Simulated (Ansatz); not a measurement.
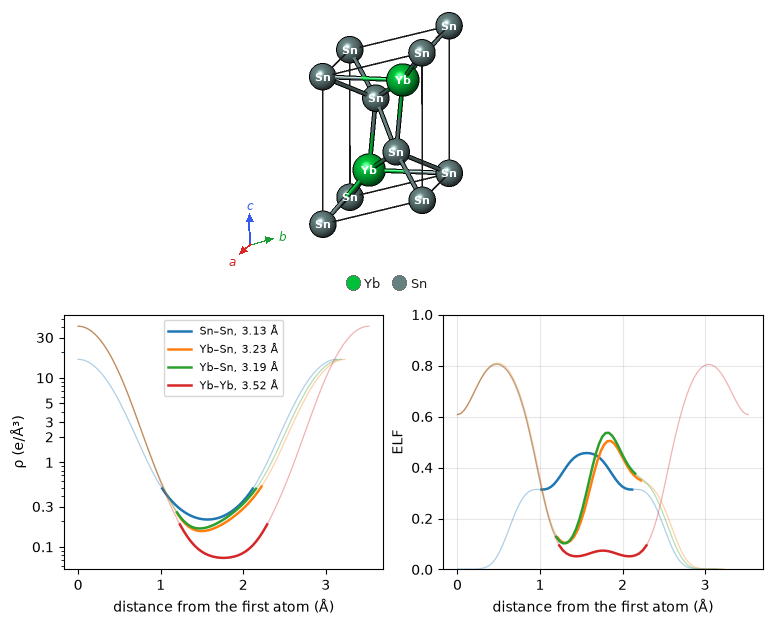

Yb₂Sn₃. Valence charge density (pseudo) and electron localisation function along straight lines between neighbouring atoms. Thin, pale parts lie inside the atomic spheres. The structure is drawn too.

Space group P-1; a structure from a database of computed crystals, not necessarily the ambient phase; a generated structure, not necessarily the stable one; changed on purpose from its base cell (volume × 0.97, shape and atoms relaxed); computed without spin polarisation; no Hubbard U on the f states and no spin–orbit coupling.

Method: DFT PBE, scalar-relativistic, plane waves, PAW in Ansatz.

Core electrons are frozen (PAW), and the valence fields are smoothed inside the atomic spheres.

> What can be read from the curves?

Sn–Sn (3.13 Å): ρ at the midpoint is about 0.21 e/Å³; the ELF is about 0.45 at the midpoint.
Yb–Sn (3.23 Å): ρ at the midpoint is about 0.16 e/Å³; the ELF peaks at about 0.50 in the valence shell of Sn, 1.4 Å from its nucleus, and drops to about 0.10 between the two atoms; no localised pair shows between them.
Yb–Sn (3.19 Å): ρ is about 0.17 e/Å³ halfway; the ELF peaks at about 0.55 in the valence shell of Sn, 1.4 Å from its nucleus, and drops to about 0.10 between the two atoms: no shared electron pair shows on this line.
Yb–Yb (3.52 Å): ρ is about 0.07 e/Å³ halfway; the ELF is about 0.05 at the midpoint: no localised pair shows between them.
